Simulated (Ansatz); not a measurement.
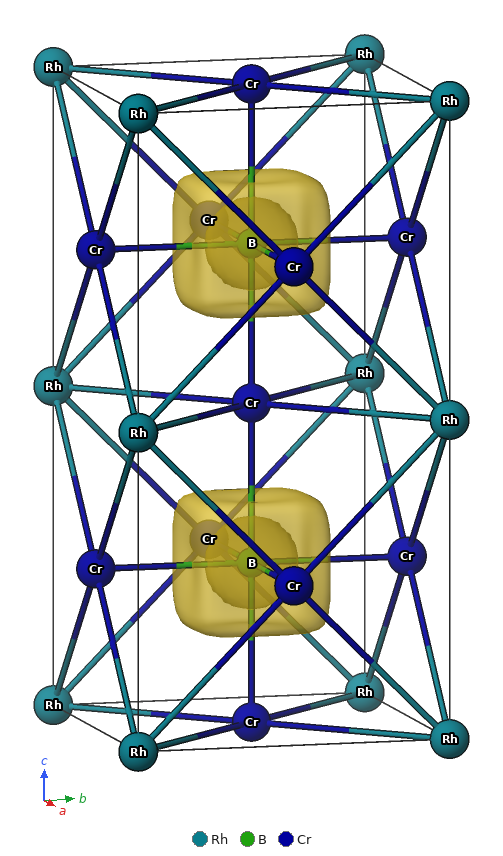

Figure 1: Cr3BRh. Isosurface of the electron localisation function at 0.55 (yellow), seen slightly off an axis. Core shells and regions of very low density are left out. Sticks mark near contacts.

Space group Pm-3m; started from the antiperovskite prototype, which need not be the ambient phase; spin-polarised.

All numbers below come from DFT PBE, scalar-relativistic, plane waves, PAW in Ansatz 0.2.0.

```xyz
10
Lattice="3.8769 0.0000 0.0000 0.0000 3.8769 0.0000 0.0000 0.0000 7.7538" Properties=species:S:1:pos:R:3 pbc="T T T"
Rh    0.0000    0.0000    0.0000
B     1.9384    1.9384    1.9384
Cr    1.9384    1.9384    0.0000
Cr    1.9384    0.0000    1.9384
Cr    0.0000    1.9384    1.9384
Rh    0.0000    0.0000    3.8769
B     1.9384    1.9384    5.8153
Cr    1.9384    1.9384    3.8769
Cr    1.9384    0.0000    5.8153
Cr    0.0000    1.9384    5.8153
```

> What do the ELF domains correspond to?

The ELF exceeds this value in two regions wrapped around B (the valence shell of each), counted in one cell of 10 atoms. Any copies at cell faces, edges or corners count once.

Values along the shortest contacts:
Cr–B (1.94 Å): the ELF peaks at about 0.60 in the valence shell of B, 0.7 Å from its nucleus, and is about 0.25 at the midpoint. Cr–Rh (2.74 Å): the ELF is about 0.30 at the midpoint.
